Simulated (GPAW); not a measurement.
# Quasiparticle gap of CdSe (F-43m) in GPAW

How does a plane-wave GW calculation on CdSe (F-43m) run from the first input to the gap?

Main program and level: GPAW 26.7.0; PBE and many-body steps on it, plane waves.

**Experimental background.**

- Gap 1.69 ± 0.02 eV: direct gap from (alpha E)^2 extrapolation; spectroscopic ellipsometry; 300 K; film (fully relaxed MBE film, 304 nm) on GaAs(100) (“Band gap bowing of binary alloys: Experimental results compared to theoretical tight-binding supercell calculations for CdZnSe”, 2010, arxiv:1007.2297).

## (1) The starting structure

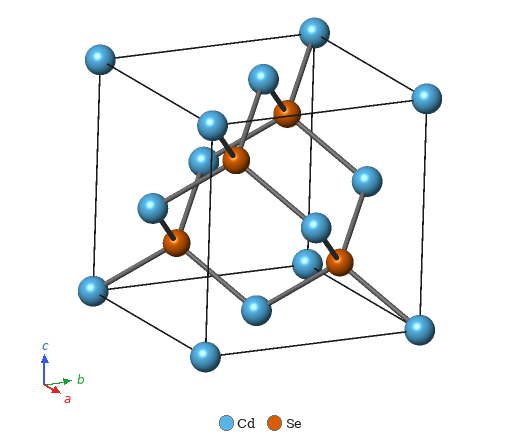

The starting structure, seen slightly off an axis (cadmium blue, selenium orange). This picture shows the conventional cell, with its axes. Bonds to atoms that aren't drawn are left out. Some periodic images of atoms are drawn too.

The cell and positions are those that the Materials Project relaxed with its own functionals (PBE, PBE+U or r2SCAN), kept fixed.

## (2) Ground state

This step: GPAW 26.7.0; DFT, PBE, plane waves, PAW.

The ground-state density comes first.

run.py

```python
import json
import numpy as np
from gpaw.mpi import world
from ase import Atoms
from gpaw import GPAW, PW, FermiDirac

atoms = Atoms(['Cd', 'Se'],
    cell=[[0.0000000000, 3.0702711986, 3.0702711986],
      [3.0702711986, 0.0000000000, 3.0702711986],
      [3.0702711986, 3.0702711986, 0.0000000000]],
    scaled_positions=[[0.0000000000, 0.0000000000, 0.0000000000],
      [0.7500000000, 0.7500000000, 0.7500000000]],
    pbc=(True, True, True))
calc = GPAW(mode=PW(450),
    xc='PBE',
    kpts={'size': (6, 6, 6), 'gamma': True},
    occupations=FermiDirac(0.001),
    nbands=-7,
    convergence={'density': 1e-6, 'bands': -3},
    maxiter=100,
    txt='gs.txt')
atoms.calc = calc
res = {'energy': atoms.get_potential_energy()}
kpts = calc.get_ibz_k_points()
res['kpts'] = kpts
res['eigenvalues'] = [calc.get_eigenvalues(kpt=k) for k in range(len(kpts))]
res['n_electrons'] = calc.get_number_of_electrons()
calc.write('gs.gpw')

if world.rank == 0:
    with open('result.json', 'w') as f:
        json.dump(res, f, default=lambda x: x.tolist())
```

On the command line:

```bash
$ mpirun -n 4 gpaw python run.py
```

Numbers of over 12 decimals in the logs are rounded to 6 here.

Output:

```text
__  _  _
 | _ |_)|_||  |
 |__||  | ||/\| - 26.7.0

Input parameters:
  mode=PW(ecut=450.000000),
  convergence={'density': 1e-06, 'bands': -3},
  kpts=MonkhorstPack(size=(6, 6, 6), gamma=True),
  maxiter=100,
  nbands=-7,
  occupations=Occupations(name='fermi-dirac', width=0.001, fixmagmom=False),
  xc=XC(name='PBE')
  [... matrices ...]
Diagonalizing LCAO Hamiltonian
Converting LCAO to pw mode

                     Se

       Cd

Atoms  # Å, Bohr magnetons
|   | symbol |        x |        y |        z |    initial magnetic moments |
| 0 |     Cd | 0.000000 | 0.000000 | 0.000000 | ( 0.0000,  0.0000,  0.0000) |
| 1 |     Se | 4.605407 | 4.605407 | 4.605407 | ( 0.0000,  0.0000,  0.0000) |

Unit cell  # Å
| periodic |        x |        y |        z |  lengths |    angles |
|      yes | 0.000000 | 3.070271 | 3.070271 | 4.342019 | 60.000000 |
|      yes | 3.070271 | 0.000000 | 3.070271 | 4.342019 | 60.000000 |
|      yes | 3.070271 | 3.070271 | 0.000000 | 4.342019 | 60.000000 |

Number of symmetries: 24
Symmetry operations  # r_c * U_cc + t_c -> r_c
|    | kind |            matrix            |
|  0 |  E   |  1, 0, 0,  0, 1, 0,  0, 0, 1 |
|  1 |  σ   |  1, 0, 0,  0, 0, 1,  0, 1, 0 |
|  2 |  σ   |  1, 0,-1,  0, 1,-1,  0, 0,-1 |
|  3 |  C3  |  1, 0,-1,  0, 0,-1,  0, 1,-1 |
|  4 |  C3  |  1,-1, 0,  0,-1, 1,  0,-1, 0 |
|  5 |  σ   |  1,-1, 0,  0,-1, 0,  0,-1, 1 |
|  6 |  σ   |  0, 1, 0,  1, 0, 0,  0, 0, 1 |
|  7 |  C3  |  0, 1, 0,  0, 0, 1,  1, 0, 0 |
|  8 |  C2  |  0, 1,-1,  1, 0,-1,  0, 0,-1 |
|  9 |  S4  |  0, 1,-1,  0, 0,-1,  1, 0,-1 |
| 10 |  C3  |  0, 0, 1,  1, 0, 0,  0, 1, 0 |
| 11 |  σ   |  0, 0, 1,  0, 1, 0,  1, 0, 0 |
| 12 |  S4  |  0, 0,-1,  1, 0,-1,  0, 1,-1 |
| 13 |  C3  |  0, 0,-1,  0, 1,-1,  1, 0,-1 |
| 14 |  S4  |  0,-1, 1,  1,-1, 0,  0,-1, 0 |
| 15 |  C2  |  0,-1, 1,  0,-1, 0,  1,-1, 0 |
| 16 |  C3  |  0,-1, 0,  1,-1, 0,  0,-1, 1 |
| 17 |  S4  |  0,-1, 0,  0,-1, 1,  1,-1, 0 |
| 18 |  S4  | -1, 1, 0, -1, 0, 1, -1, 0, 0 |
| 19 |  C3  | -1, 1, 0, -1, 0, 0, -1, 0, 1 |
| 20 |  C3  | -1, 0, 1, -1, 1, 0, -1, 0, 0 |
| 21 |  S4  | -1, 0, 1, -1, 0, 0, -1, 1, 0 |
| 22 |  σ   | -1, 0, 0, -1, 1, 0, -1, 0, 1 |
| 23 |  C2  | -1, 0, 0, -1, 0, 1, -1, 1, 0 |

BZ-sampling:
  Number of BZ points: 216
  Number of IBZ points: 16

  Monkhorst-Pack size: [6, 6, 6]
  Monkhorst-Pack shift: [0.083333, 0.083333, 0.083333]

K-points  # in reciprocal-cell coordinates
|     |                                coordinates |     weight |
|   0 | (  0.00000000,   0.00000000,   0.00000000) | 0.00462963 |
|   1 | (  0.16666667,   0.16666667,   0.00000000) | 0.02777778 |
|   2 | (  0.16666667,   0.16666667,   0.16666667) | 0.03703704 |
|   3 | (  0.33333333,   0.16666667,   0.16666667) | 0.05555556 |
|   4 | (  0.33333333,   0.33333333,  -0.33333333) | 0.05555556 |
|   5 | (  0.33333333,   0.33333333,   0.00000000) | 0.02777778 |
|   6 | (  0.33333333,   0.33333333,   0.16666667) | 0.11111111 |
|   7 | (  0.33333333,   0.33333333,   0.33333333) | 0.03703704 |
|   8 | (  0.50000000,   0.33333333,  -0.33333333) | 0.11111111 |
|   9 | (  0.50000000,   0.33333333,  -0.16666667) | 0.05555556 |
| ... |                                            |            |
|  15 | (  0.50000000,   0.50000000,   0.50000000) | 0.01851852 |

Plane wave coefficients: 1278
Cutoff: 450.000000 eV

Spin-components: 1 (collinear spins)
Bands:           16
Projectors:      11
Spin-degeneracy: 2
Datatype:        complex128

  Storage: CPU
  Wave functions: 5_091_328 bytes (1_272_832 per core)
  Projectors: 7_000_576 bytes (1_750_144 per core)
  [... matrices ...]
Parallelization:
  kpt:    4
  domain: 1
  band:   1

Density:
  Valence electrons: 18.0
  Components: 1
  Grid points: [24 24 24]
  Charge: 0.0  # |e|

Potential:
  Grid points: [24 24 24]

species:
  Cd:
    name:    Cadmium
    Z:       48.0
    valence: 12
    core:    36
    charge:  0.0  # [|e|]
    compensation charges:
      type: gauss
      rc: 0.38  # [Å]
      lmax: 2
    cutoffs:
      filter: 2.12  # [Å]
      core: 2.62  # [Å]
    projectors
    | kind |    occ | energy [eV] | rcut [Å] |
    |   5s |  2.000 |      -5.655 |    1.191 |
    |   5p |  0.000 |      -1.186 |    1.228 |
    |   4d | 10.000 |     -11.739 |    1.164 |
    |    s |        |      21.556 |    1.191 |
    |    p |        |      26.026 |    1.228 |
    |    d |        |      15.473 |    1.164 |

    Using partial waves for Cd as LCAO basis

  Se:
    name:    Selenium
    Z:       34.0
    valence: 6
    core:    28
    charge:  0.0  # [|e|]
    compensation charges:
      type: gauss
      rc: 0.27  # [Å]
      lmax: 2
    cutoffs:
      filter: 1.77  # [Å]
      core: 2.67  # [Å]
    projectors
    | kind |    occ | energy [eV] | rcut [Å] |
    |   4s |  2.000 |     -17.277 |    0.847 |
    |   4p |  4.000 |      -6.512 |    1.005 |
    |    s |        |       9.935 |    0.847 |
    |    p |        |      20.699 |    1.005 |
    |    d |        |       0.000 |    0.847 |

    Using partial waves for Se as LCAO basis

Reference energy: -218276.650467  # eV

eigensolver:
  PPCG
  Converge bands: -3
  niter=2

density mixing:
  MSR1-Mixer
  Pratt-step length: 0.05
  Maximum mixing coefficient: 0.75
  Old densities: 10
  SVD Regularization: 0.005
  Good broyden scale: 1.0
  Trust region scale: 1.0
  Backstep threshold: 4.0
  History deletion threshold: 6.0
  Fourier metric: weight=20.0, sigma=0.015

occupation numbers:
  Fermi-Dirac:
    width: 0.0010  # eV

poisson solver:
  ecut: 3600.000000  # eV

xc functional:
  name: PBE with 2 nearest neighbor stencil

Initialization done in: 2.238 s

convergence criteria:
- Maximum integral of absolute [dens]ity change: 1e-06 electrons / valence electron
- Maximum [total energy] change in last 3 cyles: 0.0005 eV / valence electron
- Maximum integral of absolute [eigenst]ate change: 4e-08 eV^2 / valence electron
maximum number of iterations: 100

SCF iterations
|iter     |     time |      energy | eigst |  dens |
|iter:   1|  |   -6.007031 | +0.80 |       |
|iter:   2|  |   -5.928293 | -0.93 | -1.17 |
|iter:   3|  |   -5.649507 | -1.30 | -1.21 |
|iter:   4|  |   -5.648640 | -3.33 | -1.80 |
|iter:   5|  |   -5.648382c| -3.69 | -2.24 |
|iter:   6|  |   -5.648409c| -5.19 | -3.01 |
|iter:   7|  |   -5.648412c| -6.44 | -3.53 |
|iter:   8|  |   -5.648412c| -7.70c| -4.58 |
|iter:   9|  |   -5.648412c| -7.83c| -5.03 |
|iter:  10|  |   -5.648412c| -8.73c| -6.02c|

Converged in 10 steps
SCF loop duration: 2.701 s (0.270 s/step)
Energy contributions relative to reference atoms: (reference = -218276.650467)
  [... matrices ...]
Energy contributions:
  Kinetic:          18.369723
  Coulomb:         -16.728749
  Zero:              0.059312
  External:          0.000000
  Xc:               -7.348698
  Entropy:          -0.000000
  Spinorbit:         0.000000
  ----------------------------
  Free energy:      -5.648412
  Extrapolated:     -5.648412

dipole moment: (-16.951945, -16.951945, -16.951945)  # |e|*Ang

Fermi level: 3.363
Eigenvalues  # (at kpt = [0.000, 0.000, 0.000])
| band index |      eig [eV] | occ [0-2] |
|          0 |        -9.099 |     2.000 |
|          1 |        -4.463 |     2.000 |
|          2 |        -4.463 |     2.000 |
|          3 |        -4.463 |     2.000 |
|          4 |        -4.115 |     2.000 |
|          5 |        -4.115 |     2.000 |
|          6 |         3.338 |     2.000 |
|          7 |         3.338 |     2.000 |
|          8 |         3.338 |     2.000 |
|          9 |         3.880 |     0.000 |
|         10 |         9.246 |     0.000 |
|         11 |         9.246 |     0.000 |
|         12 |         9.246 |     0.000 |
|         13 |        13.015 |     0.000 |
|         14 |        14.398 |     0.000 |
|         15 |        14.398 |     0.000 |

Gap: 0.543 eV
Transition (v -> c):
  (s=0, k=0, n=8, [0.00, 0.00, 0.00]) -> (s=0, k=0, n=9, [0.00, 0.00, 0.00])
No difference between direct/indirect transitions
# Writing to gs.gpw (mode='')
  [... matrices ...]
```

Run time: 7.6 s. Hardware: 4 MPI ranks of Intel Xeon 6975P-C (Granite Rapids), shared host; peak memory 0.66 GiB.

This step gave:

* total energy: -5.648 eV
* gap: 0.5427 eV
* k of the valence top: 0, 0, 0
* k of the conduction bottom: 0, 0, 0
* least direct gap: 0.5427 eV

The gap is direct, at Γ.

## (3) Bands along the symmetry lines

Levels along a band path, at the cheap level, show where the edges lie and whether the meshes to come will hold them.

run.py

```python
import json
import numpy as np
from gpaw.mpi import world
from gpaw import GPAW

path = [[0.000000, 0.000000, 0.000000],
    [-0.062500, -0.062500, 0.000000],
    [-0.125000, -0.125000, 0.000000],
    [-0.187500, -0.187500, 0.000000],
    [-0.250000, -0.250000, 0.000000],
    [-0.312500, -0.312500, 0.000000],
    [-0.375000, -0.375000, 0.000000],
    [-0.437500, -0.437500, 0.000000],
    [-0.500000, -0.500000, 0.000000],
    [-0.484375, -0.484375, 0.031250],
    [-0.468750, -0.468750, 0.062500],
    [-0.453125, -0.453125, 0.093750],
    [-0.437500, -0.437500, 0.125000],
    [-0.421875, -0.421875, 0.156250],
    [-0.406250, -0.406250, 0.187500],
    [-0.390625, -0.390625, 0.218750],
    [-0.375000, -0.375000, 0.250000],
    [-0.375000, 0.000000, 0.375000],
    [-0.328125, 0.000000, 0.328125],
    [-0.281250, 0.000000, 0.281250],
    [-0.234375, 0.000000, 0.234375],
    [-0.187500, 0.000000, 0.187500],
    [-0.140625, 0.000000, 0.140625],
    [-0.093750, 0.000000, 0.093750],
    [-0.046875, 0.000000, 0.046875],
    [0.000000, 0.000000, 0.000000],
    [0.000000, 0.000000, 0.062500],
    [0.000000, 0.000000, 0.125000],
    [0.000000, 0.000000, 0.187500],
    [0.000000, 0.000000, 0.250000],
    [0.000000, 0.000000, 0.312500],
    [0.000000, 0.000000, 0.375000],
    [0.000000, 0.000000, 0.437500],
    [0.000000, 0.000000, 0.500000],
    [-0.062500, -0.031250, 0.468750],
    [-0.125000, -0.062500, 0.437500],
    [-0.187500, -0.093750, 0.406250],
    [-0.250000, -0.125000, 0.375000],
    [-0.312500, -0.156250, 0.343750],
    [-0.375000, -0.187500, 0.312500],
    [-0.437500, -0.218750, 0.281250],
    [-0.500000, -0.250000, 0.250000],
    [-0.500000, -0.281250, 0.218750],
    [-0.500000, -0.312500, 0.187500],
    [-0.500000, -0.343750, 0.156250],
    [-0.500000, -0.375000, 0.125000],
    [-0.500000, -0.406250, 0.093750],
    [-0.500000, -0.437500, 0.062500],
    [-0.500000, -0.468750, 0.031250],
    [-0.500000, -0.500000, 0.000000]]
calc = GPAW('gs.gpw').fixed_density(kpts=path,
    symmetry='off',
    nbands=19,
    convergence={'bands': 15},
    txt='bands.txt')
res = {}
kpts = calc.get_ibz_k_points()
res['kpts'] = kpts
res['eigenvalues'] = [calc.get_eigenvalues(kpt=k) for k in range(len(kpts))]
res['n_electrons'] = calc.get_number_of_electrons()

if world.rank == 0:
    with open('result.json', 'w') as f:
        json.dump(res, f, default=lambda x: x.tolist())
```

On the command line:

```bash
$ mpirun -n 4 gpaw python run.py
```

Output:

```text
Diagonalizing LCAO Hamiltonian
Converting LCAO to pw mode
convergence criteria:
- Maximum integral of absolute [eigenst]ate change: 4e-08 eV^2 / valence electron
maximum number of iterations: 100

SCF iterations
|iter     |     time |      energy | eigst |  dens |
|iter:   1|  |             | +1.83 |       |
|iter:   2|  |             | +0.08 |       |
|iter:   3|  |             | -0.60 |       |
[...]
|iter:   7|  |             | -5.37 |       |
|iter:   8|  |             | -6.53 |       |
|iter:   9|  |             | -7.50c|       |
SCF steps: 9
  __  _  _
 | _ |_)|_||  |
 |__||  | ||/\| - 26.7.0

Input parameters:
  mode=PW(ecut=450.000000),
  convergence={'bands': 15},
  gpts=array([24, 24, 24]),
  kpts=KPoints(kpts=array([[ 0.      ,  0.      ,  0.      ],
         [-0.0625  , -0.0625  ,  0.      ],
         [-0.125   , -0.125   ,  0.      ],
         [-0.1875  , -0.1875  ,  0.      ],
[...]
[-0.484375, -0.484375,  0.03125 ],
[...]
[-0.453125, -0.453125,  0.09375 ],
[...]
[-0.421875, -0.421875,  0.15625 ],
[...]
[-0.390625, -0.390625,  0.21875 ],
[...]
[-0.328125,  0.      ,  0.328125],
[...]
[-0.234375,  0.      ,  0.234375],
[...]
[-0.140625,  0.      ,  0.140625],
[...]
[-0.046875,  0.      ,  0.046875],
         [ 0.      ,  0.      ,  0.      ],
         [ 0.      ,  0.      ,  0.0625  ],
         [ 0.      ,  0.      ,  0.125   ],
[...]
[ 0.      ,  0.      ,  0.4375  ],
         [ 0.      ,  0.      ,  0.5     ],
[...]
[-0.5     , -0.4375  ,  0.0625  ],
         [-0.5     , -0.46875 ,  0.03125 ],
         [-0.5     , -0.5     ,  0.      ]])),
  maxiter=100,
  nbands=19,
  occupations=Occupations(name='fermi-dirac', width=0.001, fixmagmom=False),
  parallel={},
  symmetry=Symmetry(point_group=False, time_reversal=False),
  xc=XC(name='PBE')
  [... matrices ...]
timing:  # [seconds]
  Total: 0.055  # ━━━━━━━━━━━━━━━━━━━━━━━━━━━━━━━━━━━━━━━━━━━━━━━━━━━━━━━━━━━
```

Elapsed: 11 s, on 4 MPI ranks; peak memory 0.71 GiB.

Numbers from this step:

| Quantity | Value |
| --- | --- |
| gap | 0.5427 eV |
| k of the valence top | 0, 0, 0 |
| k of the conduction bottom | 0, 0, 0 |
| least direct gap | 0.5427 eV |

The gap is 0.543 eV, as in the run before at this level.

Electronic bands along the path, in eV, zero at the top of the highest filled band:

| point | band 6 | band 7 | band 8 | band 9 | band 10 | band 11 | band 12 | band 13 |
| --- | --- | --- | --- | --- | --- | --- | --- | --- |
| Γ | -7.45 | 0.00 | 0.00 | 0.00 | 0.54 | 5.91 | 5.91 | 5.91 |
| X | -7.12 | -3.96 | -1.77 | -1.77 | 3.19 | 3.73 | 8.95 | 10.02 |
| U | -7.03 | -3.89 | -2.41 | -1.45 | 3.71 | 5.08 | 8.19 | 8.50 |
| jump to K | -7.03 | -3.89 | -2.41 | -1.45 | 3.71 | 5.08 | 8.19 | 8.50 |
| Γ | -7.45 | 0.00 | 0.00 | 0.00 | 0.54 | 5.91 | 5.91 | 5.91 |
| L | -7.18 | -4.23 | -0.72 | -0.72 | 2.35 | 6.43 | 6.43 | 7.32 |
| W | -7.00 | -3.86 | -2.13 | -2.11 | 4.90 | 5.22 | 6.40 | 7.60 |
| X | -7.12 | -3.96 | -1.77 | -1.77 | 3.19 | 3.73 | 8.95 | 10.02 |

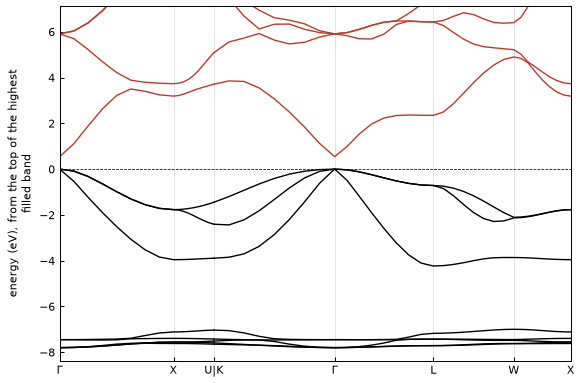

Electronic bands along the path; lines of filled and empty bands in two colours.

## (4) Empty states on the mesh, 4×4×4 mesh, 692 bands

The sums over transitions need many empty states on a uniform mesh; this step solves for them.

run.py

```python
import json
import numpy as np
from gpaw.mpi import world
from gpaw import GPAW

calc = GPAW('gs.gpw').fixed_density(kpts={'size': (4, 4, 4), 'gamma': True},
    parallel={'domain': 1, 'band': 1},
    txt='nscf.txt')
calc.diagonalize_full_hamiltonian(nbands=692)
calc.write('full.gpw', mode='all')
res = {}
kpts = calc.get_ibz_k_points()
res['kpts'] = kpts
res['eigenvalues'] = [calc.get_eigenvalues(kpt=k) for k in range(len(kpts))]
res['n_electrons'] = calc.get_number_of_electrons()

if world.rank == 0:
    with open('result.json', 'w') as f:
        json.dump(res, f, default=lambda x: x.tolist())
```

On the command line:

```bash
$ mpirun -n 4 gpaw python run.py
```

Output:

```text
Diagonalizing LCAO Hamiltonian
Converting LCAO to pw mode
convergence criteria:
- Maximum integral of absolute [eigenst]ate change: 4e-08 eV^2 / valence electron
maximum number of iterations: 100

SCF iterations
|iter     |     time |      energy | eigst |  dens |
|iter:   1|  |             | +0.79 |       |
|iter:   2|  |             | -0.93 |       |
|iter:   3|  |             | -2.54 |       |
[...]
|iter:   7|  |             | -7.29 |       |
|iter:   8|  |             | -7.25 |       |
|iter:   9|  |             | -7.75c|       |
SCF steps: 9
  __  _  _
 | _ |_)|_||  |
 |__||  | ||/\| - 26.7.0

Input parameters:
  mode=PW(ecut=450.000000),
  convergence={'density': 1e-06, 'bands': -3},
  gpts=array([24, 24, 24]),
  kpts=MonkhorstPack(size=(4, 4, 4), gamma=True),
  maxiter=100,
  nbands=16,
  occupations=Occupations(name='fermi-dirac', width=0.001, fixmagmom=False),
  parallel={'domain': 1, 'band': 1},
  xc=XC(name='PBE')
Matrix size: 1283x1283
# Writing to full.gpw (mode='all')
  [... matrices ...]

timing:  # [seconds]
  Total: 6.026  # ━━━━━━━━━━━━━━━━━━━━━━━━━━━━━━━━━━━━━━━━━━━━━━━━━━━━━━━━━━━
```

Run time: 12 s. Hardware: 4 MPI ranks; peak memory 1.2 GiB; 45 s of CPU time.

This step gave:

```
gap                                                           : 0.5427 eV
k of the valence top                                          : 0, 0, 0
k of the conduction bottom                                    : 0, 0, 0
least direct gap                                              : 0.5427 eV
k points computed                                             : 8
lowest point of the top converged band, above the valence top : 289.1974 eV
```

On this mesh the gap is 0.543 eV.

(Continued in part 2 of 2.)

[Paths, hosts, dates, memory and timing lines, banners, echoed tables and standing remarks are left out of the program output.]

[Logs are printed without paths, hosts, clocks, repeated set-up lines and the standing remarks that a program may print on its own settings, such as how far it seeks lower states.]

[Runs of the session that timed out or met a known fault of the program may be left out.]

[Hosts, paths, dates, database ids (printed as entryN), source tags and the programs' standing remarks are cut or masked in the printed files.]
